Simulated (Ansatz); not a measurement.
As (A7 type, space group R-3m)

Space group R-3m, hexagonal axes (No. 166); a = b = 3.7591 Å, c = 10.7349 Å, α = β = 90.00°, γ = 120.00°

| atom | site | symmetry | x | y | z |
|---|---|---|---|---|---|
| As | 6c | 3m | 0.0000 | 0.0000 | 0.2260 |
(The calculation used a cell of 2 atoms; values per cell refer to that cell.)

Grid over V/V₀ and (c/a)/(c/a)₀, subscript 0 meaning the relaxed cell; the conventional c axis lies along z; no internal relaxation.

Method: r2SCAN+rVV10 (plane waves to 500 eV, PAW, scalar-relativistic; Ansatz, a program for electronic structure). k mesh 15×15×15 (Γ-centred), Fermi-Dirac smearing 0.05 eV. The energy includes the smearing's −TS. As the atoms are clamped, bonds stretch with the cell, which overstates energies and stresses. With partly filled bands, the response to shear is sensitive to the k mesh, so small differences along c/a are uncertain. As was relaxed with its symmetry unable to fall. The PAW data are Ansatz's earlier set. The zero of ΔE is the relaxed starting cell.

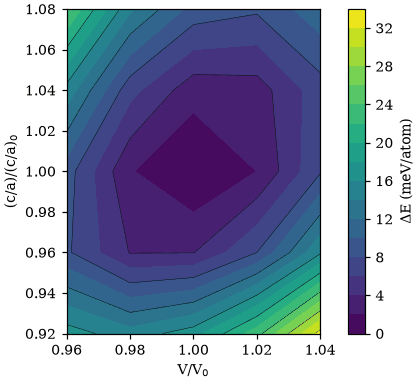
Figure. ΔE (meV/atom) over the 5×5 grid of computed points.

Highest place on the grid: V/V₀ = 1.040, (c/a)/(c/a)₀ = 0.920 (33 meV/atom). Lowest place on the grid: V/V₀ = 1.000, (c/a)/(c/a)₀ = 1.000 (0 meV/atom).

(A scan under strain: stresses follow from slopes of the energy per volume, elastic moduli from its curvatures.)
